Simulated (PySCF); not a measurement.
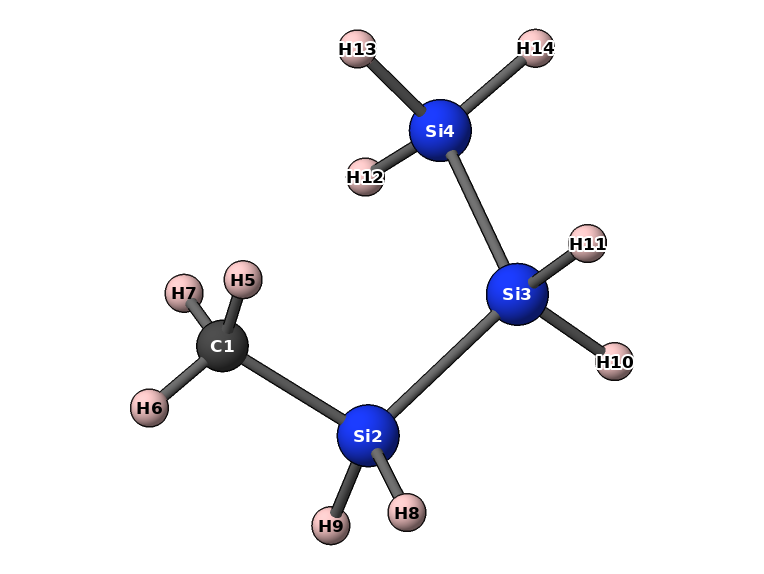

The questions are on isotropic NMR shieldings of the H atoms. Geometry: an end point of a reaction path computed with GFN2-xTB. Properties computed with GIAO PBE0/pcSseg-1 NMR shielding, non-relativistic, gas phase (PySCF 2.14.0).

List the isotropic NMR shieldings of the H atoms.

```tsv
atom	σ (ppm)
H5	31.64
H6	31.30
H7	31.68
H8	27.60
H9	27.69
H10	28.39
H11	28.35
H12	28.26
H13	28.24
H14	28.14
```
